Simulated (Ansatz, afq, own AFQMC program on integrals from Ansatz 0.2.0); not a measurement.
# BHO (singlet): quantum Monte Carlo beside coupled cluster at angle O2–B1–H3 = 158.1°, cc-pVDZ, part 2 of 2

Ansatz 0.2.0, Gaussian basis, and an in-house AFQMC program (afq) on its integrals; all values are calculated; cc-pVDZ, frozen cores. Earlier steps stand in the parts before.

### 12 Free-projection AFQMC, CISD trial on RHF

It reads the integrals that the CCSD(T) run on this determinant wrote.

Run with:

```sh
> afq ham --method free --trial cisd --walkers 100 --time-step 0.03 --max-blocks 80 --target-error 0.00038 --factor-cut 1e-05 --seed 8537 --times 0,0.21,0.42,0.81,1.2,1.8,2.4,3 --taylor-order 8
```

Log:

```text
orbitals 31  electrons 5 5  factors 228 of 302
reference energy -100.16669021 Eh
CCSD correlation -0.27624902 Eh in 11 cycles, weight of the determinant in the CISD state 0.9008
repeat  energy at the last time / Eh  error
    10  -100.453560  0.001730
    20  -100.453684  0.000992
    30  -100.454329  0.001155
    40  -100.453675  0.000913
    50  -100.453190  0.000810
    60  -100.453421  0.000743
    70  -100.453039  0.000673
    80  -100.453089  0.000633
time / (1/Eh)  energy / Eh  error  mean overlap
  0.00  -100.442931  0.000489  1.1110
  0.21  -100.448711  0.000405  1.1130
  0.42  -100.451398  0.000409  1.1099
  0.81  -100.452338  0.000358  1.1168
  1.20  -100.453152  0.000434  1.1107
  1.80  -100.453066  0.000464  1.1128
  2.40  -100.452986  0.000587  1.1349
  3.00  -100.453089  0.000633  1.1501
energy -100.453089 +/- 0.000633 Eh
```

Run time: 1.9 min. Hardware: 1 thread of Arm Neoverse V1, shared host.

Energy -2733.4678 ± 0.0172 eV. Caveats: remainder of the start not in the error; error above the target.

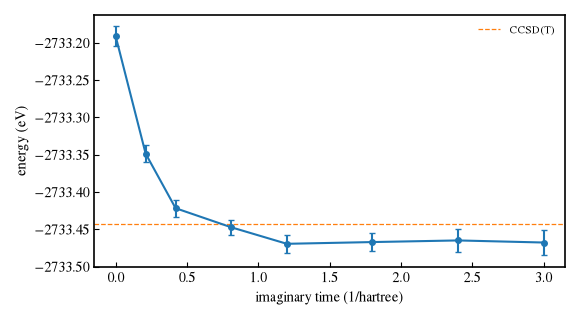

Energy against projection time, with error bars.

### 13 Phaseless AFQMC, first-order trial on RHF (settings varied)

It reads the integrals that the CCSD(T) run on this determinant wrote.

Run with:

```sh
> afq ham --method phaseless --trial mp1 --walkers 160 --populations 1 --least-time 40 --time-step 0.01 --steps-per-block 25 --equilibration-blocks 24 --max-blocks 240 --target-error 0.00076 --factor-cut 1e-05 --seed 2293 --taylor-order 6
```

Log:

```text
orbitals 31  electrons 5 5  factors 228 of 302
reference energy -100.16669021 Eh
CCSD correlation -0.27624902 Eh in 11 cycles, weight of the determinant in the CISD state 0.9008
energy of the start -100.435368 Eh
 block  time / (1/Eh)  mean weight  energy / Eh
     1     0.250  1.0016  -100.434145
     2     0.500  0.9997  -100.438567
     3     0.750  0.9996  -100.441211
     4     1.000  1.0031  -100.443444
     5     1.250  1.0017  -100.446826
     6     1.500  0.9991  -100.444217
     7     1.750  1.0010  -100.448100
     8     2.000  1.0029  -100.450896
     9     2.250  1.0032  -100.449615
    10     2.500  1.0006  -100.451429
    13     3.250  0.9979  -100.447158
    17     4.250  1.0003  -100.451514
    21     5.250  0.9973  -100.456380
    25     6.250  1.0004  -100.460845
    29     7.250  1.0014  -100.448388
    33     8.250  1.0006  -100.452176
    37     9.250  1.0008  -100.452072
    41    10.250  0.9995  -100.455672
    45    11.250  0.9985  -100.460206
    49    12.250  1.0016  -100.453070
    53    13.250  0.9986  -100.455084
    57    14.250  0.9968  -100.472493
    61    15.250  1.0010  -100.458246
    65    16.250  0.9979  -100.447800
    69    17.250  0.9993  -100.452243
    73    18.250  0.9980  -100.451185
    77    19.250  0.9995  -100.455669
    81    20.250  1.0031  -100.452546
    85    21.250  0.9974  -100.448267
    89    22.250  0.9999  -100.453387
    93    23.250  1.0025  -100.461294
    97    24.250  1.0032  -100.456857
   101    25.250  0.9989  -100.452843
   105    26.250  1.0002  -100.454917
   109    27.250  0.9990  -100.450455
   113    28.250  1.0021  -100.455452
   117    29.250  1.0021  -100.448660
   121    30.250  0.9985  -100.452075
   125    31.250  1.0004  -100.449369
   129    32.250  0.9966  -100.450070
   133    33.250  1.0028  -100.450463
   137    34.250  0.9973  -100.455220
   141    35.250  1.0028  -100.452995
   145    36.250  1.0038  -100.462868
   149    37.250  0.9995  -100.448574
   153    38.250  0.9998  -100.454097
   157    39.250  0.9981  -100.471367
   161    40.250  0.9984  -100.455833
   165    41.250  0.9950  -100.458916
   169    42.250  0.9958  -100.456732
   173    43.250  1.0032  -100.457491
   177    44.250  1.0010  -100.450630
   181    45.250  1.0011  -100.449945
blocks merged  error / Eh  count
     1  0.000372  160
     2  0.000418  80
     4  0.000471  40
     8  0.000472  20
    16  0.000465  10
energy -100.454988 +/- 0.000472 Eh
```

Run time: 96 s. Hardware: 1 thread of Arm Neoverse V1, shared host.

Energy -2733.5195 ± 0.0128 eV. Caveats: constraint bias not in the error.

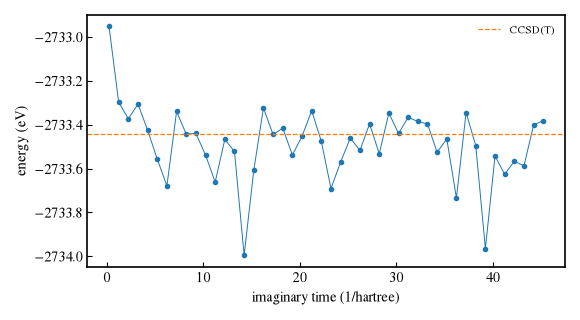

Block energies along the walk.

### 14 Free-projection AFQMC, CISD trial on RHF (settings varied)

It reads the integrals that the CCSD(T) run on this determinant wrote.

Run with:

```sh
> afq ham --method free --trial cisd --walkers 20 --time-step 0.05 --max-blocks 30 --target-error 0.00076 --factor-cut 1e-05 --seed 9944 --times 0,2,5,8,12 --taylor-order 6
```

Log:

```text
orbitals 31  electrons 5 5  factors 228 of 302
reference energy -100.16669021 Eh
CCSD correlation -0.27624902 Eh in 11 cycles, weight of the determinant in the CISD state 0.9008
repeat  energy at the last time / Eh  error
    10  -100.441568  0.013153
    20  -100.439153  0.010955
    30  -100.437236  0.015375
time / (1/Eh)  energy / Eh  error  mean overlap
  0.00  -100.444398  0.001912  1.1127
  2.00  -100.453270  0.001406  1.1410
  5.00  -100.462033  0.009252  1.2545
  8.00  -100.472811  0.009016  0.9261
 12.00  -100.437236  0.015375  0.5027
energy -100.437236 +/- 0.015375 Eh
```

It took 11 s on 1 thread of Arm Neoverse V1, shared host.

Energy -2733.0364 ± 0.4184 eV. The run doesn't count as converged. Caveats: remainder of the start not in the error; phase noise grows fast; error above the target.

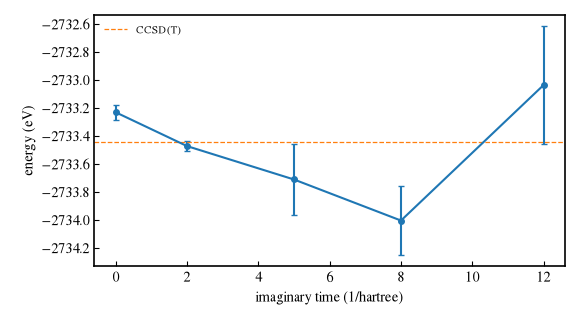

Energy against projection time, with error bars.

### 15 UHF

in.yaml

```yaml
crystal:
  periodic: [false, false, false]
  atoms:
    - {symbol: B, position_ang: [-0.138947, 0.000000, 0.634732]}
    - {symbol: O, position_ang: [0.088608, 0.000000, -0.541418]}
    - {symbol: H, position_ang: [0.083811, 0.000000, 1.786088]}
basis:
  gaussian: {orbitals: cc-pVDZ}
magnetization: {spin_polarized: true, initial_magnetization: 0}
hamiltonian: {xc: hf}
output: {orbitals: {seedname: orbitals}}
```

Run with:

```sh
> ansatz run in.yaml --threads 1 --pin off --events-out ev --progress --plain --max-ram 1382MiB
```

Log:

```text
Functional definition: HF
  name "HF"
  cite "Fock, Z. Phys. 61, 126 (1930) doi:10.1007/BF01340294"
  parent pbe
  exchange = exact_x
  correlation = 0
302 factors; integrals over basis functions are off by at most 1.2e-3 eV
mean field evaluation 1: about -2722.1507 eV, gradient 2.8e1 eV
mean field evaluation 2: about -2722.1528 eV, gradient 2.8e1 eV
mean field evaluation 4: about -2725.6501 eV, gradient 1.5e0 eV
mean field evaluation 8: about -2725.6745 eV, gradient 8.3e-5 eV
mean field -2725.67449628 eV, -100.1666902097 hartree, gradient 7.8e-5 eV, S^2 0.000000; 0 other end points of the search recorded, 0 dependent functions left out
reference -2725.67449628 eV, -100.1666902097 hartree; 7, 7 occupied and 26, 26 virtual orbitals, 302 factors
Total energy: -2725.67449628 eV, -100.1666902097 hartree
```

Wall time 0.15 s (1 thread of Arm Neoverse V1, shared host).

From the report: ⟨S²⟩ of the determinant 0.000 (pure singlet: 0.00).

### 16 AFQMC on the ladder

On the RHF determinant, counted from CCSDT(Q) (a yardstick, not exact):

```
                                                             level  energy (eV)  from CCSDT(Q) (meV)  statistical error (meV)     time
                                                                HF   -2725.6745              +7811.7                                  
                                                               MP2   -2732.9856               +500.6                                  
                                                              CCSD   -2733.1916               +294.6                                  
                                                           CCSD(T)   -2733.4427                +43.5                                  
                                                          CCSDT(Q)   -2733.4862                  0.0                                  
              Phaseless AFQMC, CISD trial, step 0.005, 100 walkers   -2733.5010                -14.7                     28.0    4 min
Phaseless AFQMC, single-determinant trial, step 0.005, 200 walkers   -2733.5977               -111.5                     63.1  3.1 min
         Free-projection AFQMC, CISD trial, step 0.03, 100 walkers   -2733.4678                +18.4                     17.2  1.9 min
        Phaseless AFQMC, first-order trial, step 0.01, 160 walkers   -2733.5195                -33.2                     12.8     96 s
```

The functionals' totals stand on their own zeros and serve differences with other points: PBE -2737.091 eV; r2SCAN -2738.878 eV; PBE0 -2737.139 eV; B3LYP -2740.564 eV; wB97M-V -2739.551 eV; B2PLYP -2738.053 eV.

### 17 Summary of results

The summary covers parts 1 to 2.

| quantity | value |
| --- | --- |
| CCSD(T) on RHF from CCSDT(Q) | +43.5 meV |
| Phaseless AFQMC, CISD trial on RHF from CCSDT(Q) | -14.7 ± 28.0 meV |
| Phaseless AFQMC, single-determinant trial on RHF from CCSDT(Q) | -111.5 ± 63.1 meV |
| Free-projection AFQMC, CISD trial on RHF from CCSDT(Q) | +18.4 ± 17.2 meV |

On RHF the phaseless walk with the CISD trial lies -14.7 meV from CCSDT(Q), within three error bars. Free projection has no constraint; at the last time it gives +18.4 ± 17.2 meV. Error bars are statistical and leave out the constraint, the time step and what remains of the start.
